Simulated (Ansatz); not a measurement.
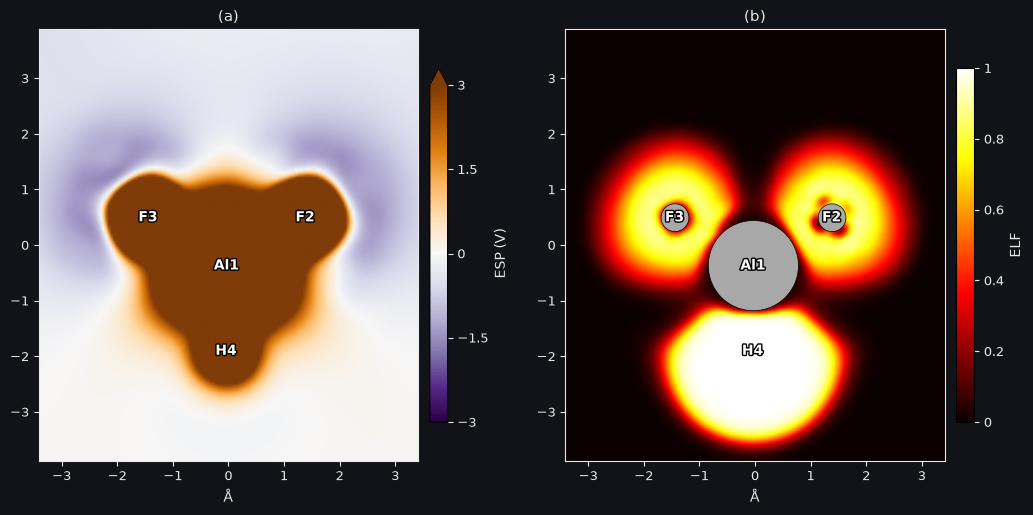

The picture shows: AlF2H···H2. (a) electrostatic potential; (b) electron localisation function on the plane of atoms F2, Al1 and F3. Grey discs cover the atomic cores in the ELF map.

All numbers below come from RKS CAM-B3LYP-D4/def2-SVP (Ansatz 0.2.0).

```csv
atom,x (Å),y (Å),z (Å)
Al,-0.0200,0.1247,0.1375
F,0.0218,0.6052,1.7226
F,1.4276,-0.0217,-0.6469
H,-1.3617,0.0412,-0.6454
H,0.1609,-2.0753,0.6424
H,0.0198,-1.7576,1.3260
```

Q: Interpret the plot.

A: The plane passes through Al, F and H nuclei.
Al–F (1.65 Å): the ELF peaks at about 0.85 in the valence shell of F, 0.6 Å from its nucleus, and is about 0.25 at the midpoint.
Al–H (1.56 Å): the ELF climbs to about 1 towards the hydrogen.
The ELF also peaks beside F2 and F3, away from the bonds: lone-pair regions.
Outside the dense part of the complex the potential is most negative (−1.5 V) near F3.
